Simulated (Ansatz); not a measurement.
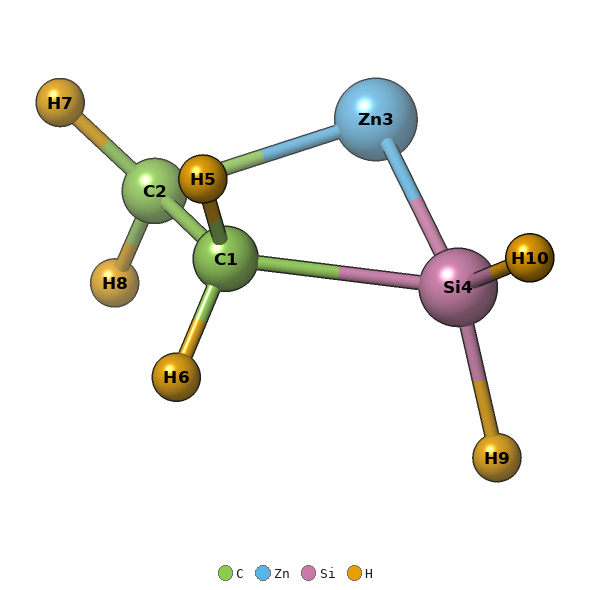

Depth is shown by fading: the farther an atom, the more it takes the colour of the background. The computed structure is the end point of a PBE-D4/def2-SVP optimisation. No frequency run is at hand to confirm it as a minimum.

Q: How is the 4-membered ring C1–C2–Zn3–Si4 puckered?

A: It is puckered (butterfly). The Cremer–Pople amplitude Q is 0.22 Å.

Q: Give the torsion angles round the ring, beginning with the bond from its second to its third atom.

A: 13°, −11°, 15°, −17°.
